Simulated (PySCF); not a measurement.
FLi, SMILES `[Li+].[F-]`.

Method: CAM-B3LYP/def2-SVP; geometry: GFN2-xTB; program: PySCF. The pair's geometry is semi-empirical, so its contact may be too short or too long. GFN2-xTB bond lengths at metals and heavier atoms can be off by up to 0.1 Å and shapes distorted, which carries into these values. The basis has no diffuse functions, which an anion needs. Without diffuse functions Rydberg states are missing, so the states' numbers hold for this basis only.

Input

```python
import numpy as np
from pyscf import gto, scf, dft, tdscf
from pyscf.scf import atom_ks, atom_hf
from scipy.linalg import block_diag

def solve(mol, dm0=None, hcore=None):
    mf = (dft.UKS if mol.spin else dft.RKS)(mol, xc='camb3lyp')
    mf.grids.level = 3
    mf = mf.density_fit(auxbasis='def2-universal-jkfit')
    mf.conv_tol, mf.max_cycle = 1e-8, 80
    if hcore is not None:
        mf.get_hcore = lambda *args: hcore
    mf.kernel(dm0)
    if not mf.converged:
        mf = mf.newton().run(mf.mo_coeff, mf.mo_occ, max_cycle=30)
    assert mf.converged, 'SCF not converged'
    return mf

mol = gto.M(atom='''
Li     1.14035     0.00000     0.00000
F     -0.38012     0.00000     0.00000
''', basis='def2-svp', charge=0, spin=0, verbose=4)
mf = solve(mol)
td = mf.TDA()
td.nstates, td.singlet, td.conv_tol = 5, True, 1e-5
td.kernel()
td.analyze()
x, y = np.array([p[0] for p in td.xy]), np.array([p[1] + 0 * p[0] for p in td.xy])
f, mu = td.oscillator_strength(), td.transition_dipole()
nto = [td.get_nto(state=i + 1, verbose=4) for i in range(len(td.e))]
# spherically averaged free atoms, for the promolecule
atm = atom_ks.get_atm_nrks(mol, xc='camb3lyp')
pro = block_diag(*[(atm[a[0]][2] * atm[a[0]][3]) @ atm[a[0]][2].T for a in mol._atom])
np.savez('result.npz', e=td.e, f=f, ok=td.converged, w=[n[0] for n in nto], nto=[n[1] for n in nto], x=x, y=y, c=mf.mo_coeff, occ=mf.mo_occ, eps=mf.mo_energy, pro=pro, mu=mu)
```

Launched as:

```sh
OMP_NUM_THREADS=1 python input.py
```

The run took 3 s on 1 thread of Arm Neoverse V1, with other jobs on the host, peak memory 0.18 GiB.

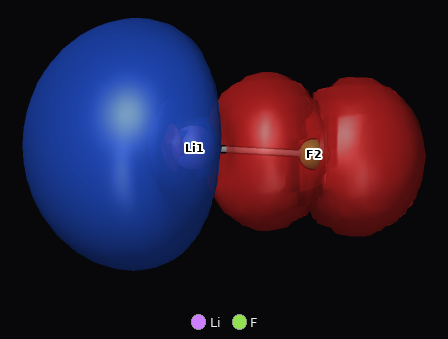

Unrelaxed difference density of S₃ less the ground state (TDA singlet states), ±0.02 e/Å³; blue: gain, red: loss.

> How does the charge move on excitation?

0.96 e is displaced in all, of which about 0.9 e passes between atoms: F2 (0.91 e) loses electrons and Li1 (0.91 e) gains them. The state: 5.65 eV (219 nm), f = 0.001 (very weak), partly diffuse acceptor orbital, which a basis without diffuse functions describes poorly; the leading pair carries 100 %; hole on F2 (94 %) and Li1 (6 %), electron on Li1 (97 %) (atom shares of so diffuse an orbital are rough); their centroids lie 2.2 Å apart.
